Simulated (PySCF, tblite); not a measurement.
# C₅H₁₁BS: geometry, infrared bands and NMR shifts

Aim: predict the infrared bands and NMR shifts of C₅H₁₁BS (`C/C=C(/C)BSC`).

Programs: tblite 0.8.0 and PySCF 2.14.0, with density-fitted response routines of our own. Each step states its level of theory. These are calculated values for one molecule in the gas phase, unless marked as measured. Atoms are numbered from 0 throughout.

## (1) Starting geometry

18 atoms, charge 0, multiplicity 1; geometry from: force field or distance geometry start.

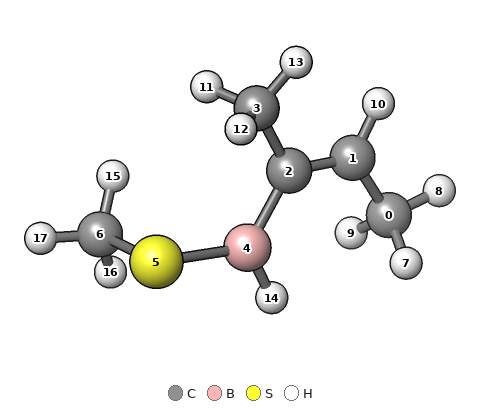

The starting geometry (carbon grey, boron pink, sulfur yellow, hydrogen white), atoms numbered.

## (2) Relaxing the molecule with GFN2-xTB

The job: settings as JSON, then the geometry in Å.

```
{"job": {"kind": "relax", "xc": "GFN2-xTB", "basis": "xTB"}, "charge": 0, "multiplicity": 1}
C     -2.340700    -1.065100     0.434000
C     -1.772800     0.287500     0.089600
C     -0.581700     0.457600    -0.538200
C     -0.095000     1.867800    -0.812500
B      0.325900    -0.757700    -0.975400
S      2.022500    -0.479800    -1.764600
C      2.908700    -0.508000    -0.173400
H     -2.519200    -1.639800    -0.489600
H     -3.314900    -0.933000     0.958300
H     -1.665800    -1.620300     1.110000
H     -2.349200     1.150700     0.399300
H      0.728100     2.095800    -0.100200
H      0.273400     1.946900    -1.836500
H     -0.893600     2.616000    -0.676900
H     -0.030000    -1.861700    -0.814400
H      2.542000     0.306600     0.501200
H      2.763000    -1.488300     0.333800
H      3.990400    -0.368900    -0.354500
```

The run is started by

```bash
$ OMP_NUM_THREADS=1 python probes_run.py task.json out
```

This one command runs all jobs of the session in turn.

Standard output:

```text
step      E/eV     max force
  0    -564.69282    1.051
  1    -564.77099    0.513
  2    -564.80434    0.353
  3    -564.81389    0.228
  4    -564.82108    0.140
  5    -564.82357    0.154
  6    -564.82726    0.161
  7    -564.83012    0.143
  8    -564.83242    0.117
  9    -564.83421    0.095
 10    -564.83608    0.114
 11    -564.83822    0.161
 12    -564.84071    0.172
 13    -564.84383    0.155
 14    -564.84848    0.201
 15    -564.85557    0.248
 16    -564.86503    0.299
 17    -564.87697    0.379
 18    -564.88887    0.347
 19    -564.89788    0.228
 20    -564.90544    0.247
 21    -564.91293    0.281
 22    -564.91933    0.331
 23    -564.92566    0.240
 24    -564.93206    0.171
 25    -564.94196    0.239
 26    -564.95073    0.358
 27    -564.96450    0.403
 28    -564.97855    0.342
 29    -564.99858    0.434
 30    -565.02715    0.535
 31    -565.07100    0.649
 32    -565.12274    0.807
 33    -565.12768    0.735
 34    -565.18480    0.542
 35    -565.20988    0.463
 36    -565.26276    0.401
 37    -565.28083    0.422
 38    -565.30481    0.385
 39    -565.32079    0.365
 40    -565.34692    0.329
 41    -565.36806    0.337
 42    -565.38514    0.358
 43    -565.39666    0.333
 44    -565.41115    0.249
 45    -565.42469    0.207
 46    -565.43070    0.175
 47    -565.43754    0.161
 48    -565.44310    0.177
 49    -565.45005    0.165
 50    -565.45665    0.164
 51    -565.46180    0.153
 52    -565.46619    0.153
 53    -565.47063    0.156
 54    -565.47427    0.125
 55    -565.47669    0.126
 56    -565.47820    0.126
 57    -565.47952    0.134
 58    -565.48100    0.105
 59    -565.48316    0.075
 60    -565.48412    0.085
 61    -565.48540    0.068
 62    -565.48637    0.074
 63    -565.48729    0.069
 64    -565.48804    0.058
 65    -565.48880    0.065
 66    -565.48947    0.062
 67    -565.49002    0.049
 68    -565.49037    0.035
 69    -565.49060    0.030
 70    -565.49080    0.032
 71    -565.49103    0.034
 72    -565.49130    0.040
 73    -565.49165    0.047
 74    -565.49205    0.052
 75    -565.49249    0.056
 76    -565.49304    0.059
 77    -565.49378    0.061
 78    -565.49475    0.074
 79    -565.49582    0.084
 80    -565.49683    0.086
 81    -565.49782    0.082
 82    -565.49903    0.089
 83    -565.50039    0.088
 84    -565.50150    0.072
 85    -565.50190    0.105
 86    -565.50278    0.096
 87    -565.50343    0.081
 88    -565.50592    0.092
 89    -565.50677    0.099
 90    -565.50812    0.089
 91    -565.50899    0.074
 92    -565.50999    0.068
 93    -565.51015    0.146
 94    -565.51129    0.059
 95    -565.51174    0.055
 96    -565.51230    0.044
 97    -565.51262    0.039
 98    -565.51306    0.040
 99    -565.51336    0.037
100    -565.51359    0.036
101    -565.51387    0.037
102    -565.51425    0.036
103    -565.51458    0.039
104    -565.51481    0.033
105    -565.51499    0.031
106    -565.51521    0.037
107    -565.51545    0.034
108    -565.51563    0.025
109    -565.51571    0.032
110    -565.51577    0.026
111    -565.51582    0.014
112    -565.51586    0.011
113    -565.51588    0.011
114    -565.51589    0.009
```

Run time: 1.2 s. Hardware: 1 thread of Arm Neoverse N1, shared host; peak memory 0.18 GiB.

Step by step: (not every step is listed)

| step | energy from step 0 (eV) | largest force (eV/Å) |
| --- | --- | --- |
| 0 | 0.0000 | 1.0511 |
| 1 | -0.0782 | 0.5129 |
| 2 | -0.1115 | 0.3530 |
| 3 | -0.1211 | 0.2275 |
| 4 | -0.1283 | 0.1404 |
| 5 | -0.1308 | 0.1537 |
| 6 | -0.1344 | 0.1607 |
| 7 | -0.1373 | 0.1434 |
| 8 | -0.1396 | 0.1165 |
| 18 | -0.1961 | 0.3467 |
| 28 | -0.2857 | 0.3417 |
| 38 | -0.6120 | 0.3847 |
| 48 | -0.7503 | 0.1769 |
| 58 | -0.7882 | 0.1048 |
| 68 | -0.7976 | 0.0349 |
| 78 | -0.8019 | 0.0740 |
| 88 | -0.8131 | 0.0922 |
| 98 | -0.8202 | 0.0395 |
| 108 | -0.8228 | 0.0245 |
| 109 | -0.8229 | 0.0322 |
| 110 | -0.8229 | 0.0260 |
| 111 | -0.8230 | 0.0137 |
| 112 | -0.8230 | 0.0106 |
| 113 | -0.8231 | 0.0112 |
| 114 | -0.8231 | 0.0091 |

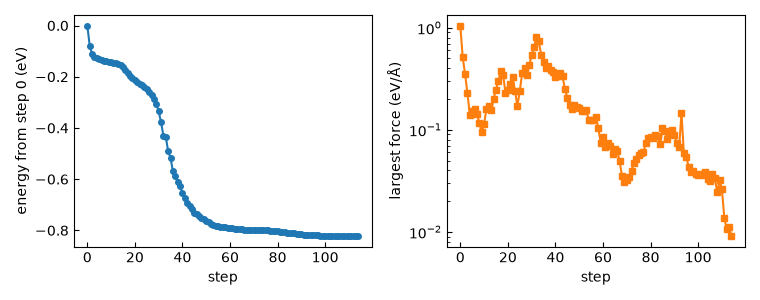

Energy and force, step by step.

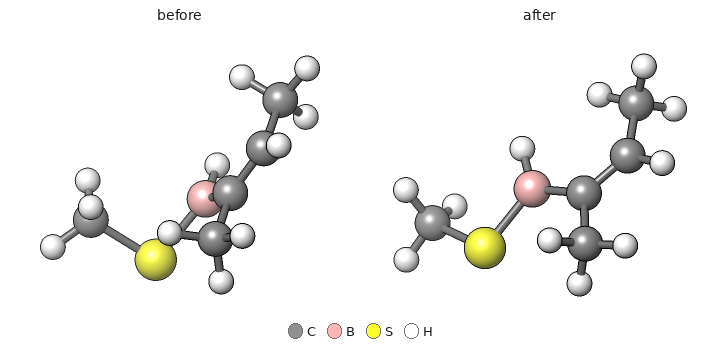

The geometry before (left) and after (right).

Close pairs (by a distance rule), those that changed most:

| bond | before (Å) | after (Å) | change (Å) |
| --- | --- | --- | --- |
| B4–S5 | 1.892 | 1.771 | -0.120 |
| C6–H15 | 1.119 | 1.086 | -0.034 |
| C6–H16 | 1.113 | 1.085 | -0.028 |
| C2–B4 | 1.579 | 1.550 | -0.028 |
| C0–H8 | 1.114 | 1.090 | -0.024 |
| C3–H11 | 1.112 | 1.089 | -0.023 |
| C0–H9 | 1.105 | 1.084 | -0.021 |
| C6–H17 | 1.106 | 1.085 | -0.021 |

The next job starts from the end point, and lists it.

## (3) Infrared spectrum with GFN2-xTB

The job: settings as JSON, then the geometry in Å.

```
{"job": {"kind": "ir", "xc": "GFN2-xTB", "basis": "xTB"}, "charge": 0, "multiplicity": 1}
C     -2.401260    -1.050142     0.386930
C     -1.942751     0.261677    -0.149367
C     -0.684425     0.654098    -0.400168
C     -0.470079     2.039465    -0.960575
B      0.573696    -0.220990    -0.167019
S      2.129184     0.326547    -0.814094
C      3.276832    -0.999389    -0.298588
H     -2.990496    -1.569952    -0.369447
H     -3.048966    -0.890242     1.248732
H     -1.571925    -1.684384     0.678577
H     -2.757631     0.947373    -0.365197
H      0.068495     2.652071    -0.238346
H      0.139411     1.991148    -1.861617
H     -1.412907     2.528248    -1.196970
H      0.572133    -1.239142     0.410426
H      3.424455    -0.946555     0.775533
H      2.869632    -1.965293    -0.578176
H      4.217845    -0.828220    -0.810689
```

Standard output:

```text
mode    cm-1     km/mol
  1      35.5      1.67
  2      68.7      0.07
  3      92.5      1.84
  4     114.9      1.88
  5     129.2      0.82
  6     137.4      0.33
  7     230.8      0.79
  8     234.5      0.14
  9     256.9      2.08
 10     398.1      1.15
 11     426.6      0.63
 12     505.5      0.84
 13     689.4     60.82
 14     723.6     12.17
 15     762.1      8.17
 16     831.0     26.66
 17     858.1     50.86
 18     938.1      0.53
 19     961.6     10.86
 20     982.0      1.84
 21    1019.4      0.53
 22    1037.8     34.43
 23    1041.2     21.70
 24    1086.4    128.25
 25    1132.5     16.71
 26    1206.7     60.42
 27    1317.6      2.68
 28    1339.7      6.30
 29    1397.2      4.75
 30    1407.5      5.29
 31    1451.1      4.05
 32    1458.7      5.90
 33    1472.9      3.93
 34    1478.1     11.98
 35    1481.4      6.25
 36    1490.8      5.39
 37    1658.5     96.83
 38    2628.8     97.52
 39    2987.9     24.04
 40    3001.3     30.37
 41    3004.2     28.46
 42    3008.7     48.63
 43    3021.0     49.19
 44    3025.5     37.87
 45    3038.0      6.39
 46    3047.2      8.26
 47    3060.4      4.76
 48    3082.7     30.75
```

Wall time 0.93 s (1 thread of Arm Neoverse N1, shared host); peak memory 0.18 GiB.

Which atoms move in the most intense modes:

| cm⁻¹ | km/mol | atoms |
| --- | --- | --- |
| 689 | 60.8 | H14 54 %, B4 31 % |
| 858 | 50.9 | B4 37 %, H14 21 % |
| 1086 | 128.2 | H14 41 %, B4 27 %, C1 11 % |
| 1207 | 60.4 | C2 40 %, H10 15 % |
| 1658 | 96.8 | C1 49 %, C2 44 % |
| 2629 | 97.5 | H14 92 % |
| 3009 | 48.6 | H8 65 %, H7 19 %, H10 11 % |
| 3021 | 49.2 | H12 59 %, H11 16 %, H13 16 % |

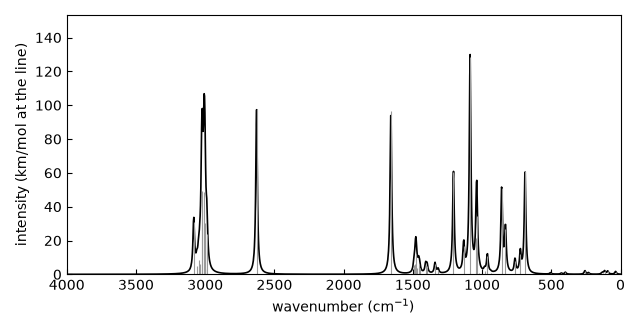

The infrared spectrum from these modes, unscaled. Lines are broadened to a width of 14 cm⁻¹ (Lorentzian).

## (4) NMR shieldings: PBE0/pcSseg-1

The job, as its differences from that of step 3:

```diff
@@ -1,2 +1,2 @@
-{"job": {"kind": "ir", "xc": "GFN2-xTB", "basis": "xTB"}, "charge": 0, "multiplicity": 1}
+{"job": {"kind": "nmr", "xc": "PBE0", "basis": "pcSseg-1"}, "charge": 0, "multiplicity": 1}
 C     -2.401260    -1.050142     0.386930
```

Method: GIAO PBE0/pcSseg-1 NMR shielding, non-relativistic, gas phase.

Standard output:

```text
coarse grid: 14960 points
cycle   1  E = -619.6510289104  dE =  5.838e-01  |g| = 3.924e-01  |ddm| = 3.669e+00
cycle   2  E = -619.6469646033  dE =  4.064e-03  |g| = 4.213e-01  |ddm| = 8.439e-01
cycle   3  E = -619.6948466210  dE = -4.788e-02  |g| = 7.913e-02  |ddm| = 4.824e-01
cycle   4  E = -619.6961510594  dE = -1.304e-03  |g| = 3.555e-02  |ddm| = 9.177e-02
cycle   5  E = -619.6964593344  dE = -3.083e-04  |g| = 8.408e-03  |ddm| = 3.509e-02
cycle   6  E = -619.6964786087  dE = -1.927e-05  |g| = 2.738e-03  |ddm| = 1.285e-02
cycle   7  E = -619.6964804579  dE = -1.849e-06  |g| = 5.663e-04  |ddm| = 3.274e-03
final grid: 138088 points
cycle   8  E = -619.7387568793  dE = -3.841e-05  |g| = 9.633e-03  |ddm| = 3.250e-02
cycle   9  E = -619.7387457008  dE =  1.118e-05  |g| = 1.153e-02  |ddm| = 1.867e-02
cycle  10  E = -619.7387810623  dE = -3.536e-05  |g| = 9.050e-04  |ddm| = 1.149e-02
cycle  11  E = -619.7387812945  dE = -2.321e-07  |g| = 2.097e-04  |ddm| = 1.376e-03
cycle  12  E = -619.7387813031  dE = -8.651e-09  |g| = 9.365e-05  |ddm| = 2.176e-04
cycle  13  E = -619.7387813051  dE = -1.943e-09  |g| = 3.295e-05  |ddm| = 9.534e-05
cycle  14  E = -619.7387813053  dE = -2.802e-10  |g| = 7.972e-06  |ddm| = 3.772e-05
converged SCF energy = -619.7387813053

GIAO shielding tensors (ppm)
atom      isotropic    diamagn.    paramagn.     s11        s22        s33       span
  0 C      166.169     249.614     -83.445    148.077    166.528    183.902     35.825
  1 C       30.381     255.457    -225.076    -77.323     33.110    135.356    212.679
  2 C       41.220     259.758    -218.538    -70.334     21.318    172.677    243.011
  3 C      159.569     248.209     -88.640    139.530    154.899    184.279     44.749
  4 B       40.041     195.159    -155.118    -22.194     29.631    112.686    134.880
  5 S      429.373    1060.593    -631.220    178.789    524.875    584.457    405.668
  6 C      165.402     250.417     -85.015    146.284    160.177    189.746     43.461
  7 H       29.876      28.706       1.171     26.352     27.478     35.799      9.447
  8 H       29.935      28.843       1.092     26.176     27.642     35.987      9.811
  9 H       29.013      32.406      -3.394     24.207     29.520     33.310      9.103
 10 H       24.998      32.821      -7.822     22.596     22.892     29.507      6.911
 11 H       29.607      30.406      -0.798     25.831     28.650     34.341      8.509
 12 H       29.420      30.621      -1.202     24.523     30.598     33.138      8.615
 13 H       30.131      30.519      -0.388     26.225     29.227     34.942      8.717
 14 H       24.382      33.974      -9.592     18.468     23.892     30.785     12.317
 15 H       29.050      29.987      -0.937     24.000     27.214     35.935     11.935
 16 H       29.155      30.257      -1.102     24.160     27.641     35.665     11.505
 17 H       29.546      28.203       1.343     24.249     27.288     37.101     12.852
```

It took 58 s on 1 thread of Arm Neoverse N1, shared host; peak memory 0.82 GiB.

The references, computed at this level on geometries of the same kind, shield at (ppm): ¹H TMS 31.72, ¹³C TMS 186.9, ¹¹B BF3·OEt2 100.1, ³³S CS2 504. Their shielding less the atom's gives the shift. The references are single molecules in the gas phase. Atoms listed in one row are averaged.

| atoms | environment | σ (ppm) | δ (ppm) | δ scaled to CDCl3 |
| --- | --- | --- | --- | --- |
| C1 | alkene CH | 30.4 | 156.5 | 150.9 |
| C2 | fully substituted alkene carbon | 41.2 | 145.7 | 140.3 |
| C3 | allylic methyl carbon | 159.6 | 27.4 | 24.8 |
| C6 | methyl carbon bonded to S | 165.4 | 21.5 | 14.7 |
| C0 | allylic methyl carbon | 166.2 | 20.8 | 18.3 |
| H14 | hydrogen on a boron bonded to C, S | 24.38 | 7.34 | – |
| H10 | hydrogen on an alkene CH | 25.00 | 6.72 | 6.44 |
| H15, H16, H17 | hydrogen on a methyl carbon bonded to S | 29.25 | 2.47 | 2.43 |
| H7, H8, H9 | hydrogen on an allylic methyl carbon | 29.61 | 2.11 | 2.09 |
| H11, H12, H13 | hydrogen on an allylic methyl carbon | 29.72 | 2.00 | 1.99 |
| B4 | boron bonded to C, S, H | 40.0 | 60.0 | – |
| S5 | sulfur bonded to C, B | 429 | 74 | – |

The scaled column applies a straight-line fit of computed shieldings to shifts measured in CDCl3, with any fitted terms for Cl, Br or S neighbours (root-mean-square error 0.16 ppm for H, 1.9 ppm for C).

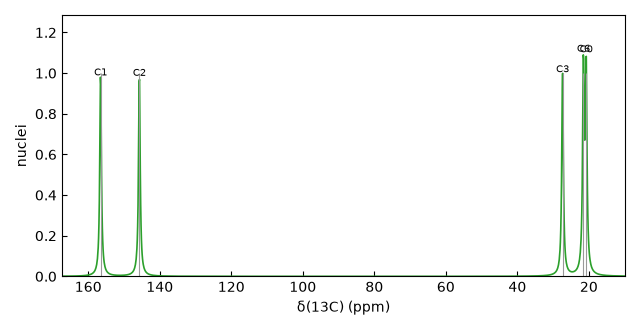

¹³C lines at the computed shifts, without couplings. Lines are broadened to a width of 0.54 ppm (Lorentzian).

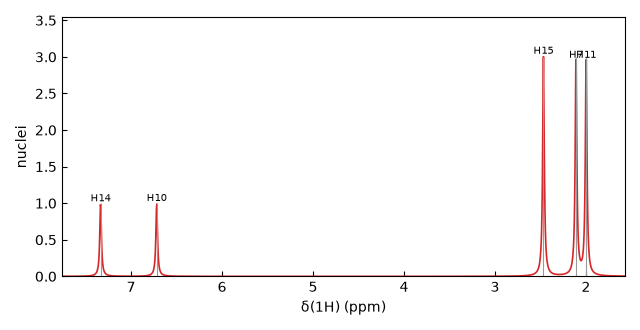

¹H lines at the computed shifts, without couplings. Lines are broadened to a width of 0.02 ppm (Lorentzian).

The run also stored atomic charges by several schemes (e):

| atoms | Mulliken | IAO | Hirshfeld | ESP fit |
| --- | --- | --- | --- | --- |
| C0 | -0.22 | -0.43 | -0.12 | -0.52 |
| C1 | -0.18 | -0.08 | -0.01 | 0.08 |
| C2 | -0.47 | -0.12 | -0.08 | -0.18 |
| C3 | -0.20 | -0.42 | -0.13 | -0.47 |
| B4 | 0.35 | -0.10 | 0.07 | 0.30 |
| S5 | -0.20 | 0.13 | 0.00 | -0.21 |
| C6 | -0.38 | -0.50 | -0.11 | -0.25 |

Hirshfeld charges:

C0 -0.12; C1 -0.01; C2 -0.08; C3 -0.13; B4 0.07; S5 0.00; C6 -0.11; H7 0.05; H8 0.05; H9 0.04; H10 0.04; H11 0.04; H12 0.03; H13 0.04; H14 -0.06; H15 0.05; H16 0.05; H17 0.05

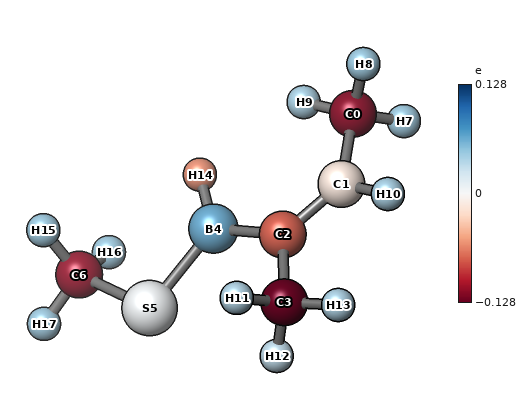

Hirshfeld charges, as colours on the atoms.

Mayer bond orders: C0–C1 1.09, C1–C2 1.84, C2–C3 1.07, C2–B4 0.99, B4–S5 1.22, S5–C6 0.99.

The fields below are evaluated on a grid from the run's orbitals.

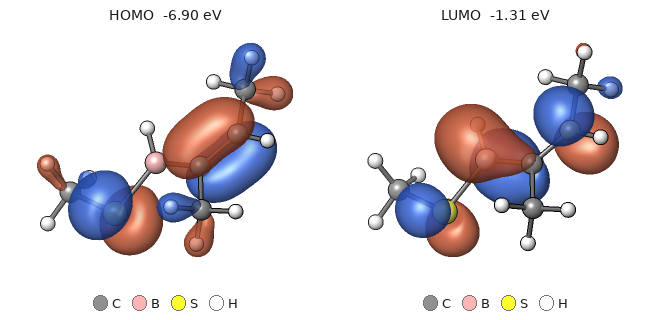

Frontier orbitals at PBE0/pcSseg-1; each surface holds 70 % of the orbital's density, blue and red mark the sign.

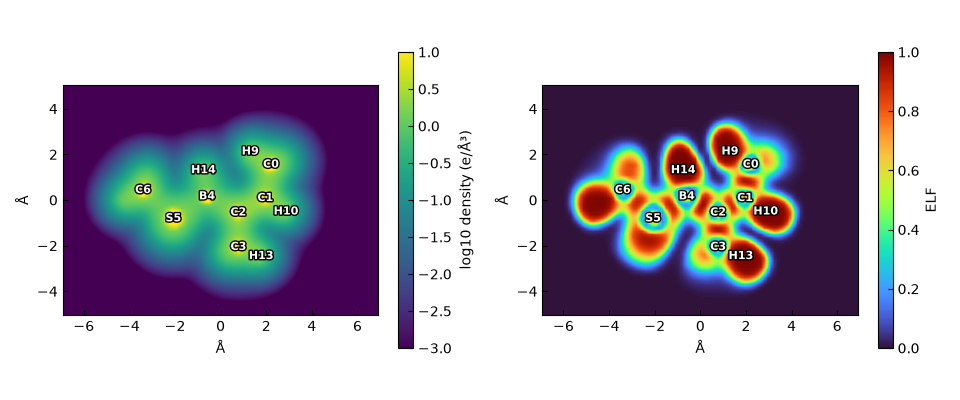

Density (left) and ELF (right) in a plane through or near 11 of the atoms.

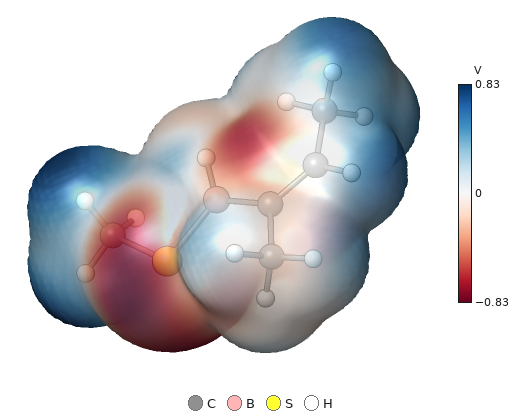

Electrostatic potential on the surface of density 0.002 e/bohr³; red is low, blue high. It runs, from the 1st to the 99th percentile, from -0.79 V near S5 to 0.83 V near H17.

## (5) Results

| quantity | value |
| --- | --- |
| strongest single infrared mode (GFN2-xTB) | 1086 cm⁻¹, 128 km/mol |
| zero-point energy (GFN2-xTB) | 92.6 kcal/mol |
| ¹³C shifts against TMS (PBE0/pcSseg-1) | 156.5, 145.7, 27.4, 21.5, 20.8 ppm |
| ¹H shifts against TMS (PBE0/pcSseg-1, means over atoms taken as alike) | 7.34, 6.72, 2.47, 2.11, 2.00 ppm |
| ¹¹B shifts against BF3·OEt2 (PBE0/pcSseg-1) | 60.0 ppm |
| ³³S shifts against CS2 (PBE0/pcSseg-1) | 74 ppm |
| surface potential, 1st and 99th percentile | -0.79 V and 0.83 V |

In words: Over 114 steps the energy fell by 0.823 eV; of the close pairs, B4–S5 changed most, 1.892 to 1.771 Å. No mode is imaginary among the 48: a minimum at this level. The strongest single mode, at 1086 cm⁻¹, is carried by H14, B4, C1. GFN2-xTB is a fitted tight-binding method: band positions and strengths are rough. Its intensities can rank the bands wrongly. At PBE0/pcSseg-1: The widest tensor belongs to S5: span 406 ppm, with a paramagnetic part of -631 ppm. By nearest atom (PBE0/pcSseg-1), the HOMO sits on S5 29 %; C1, C2 about 24 % each and the LUMO on B4 35 %; C1 21 %.
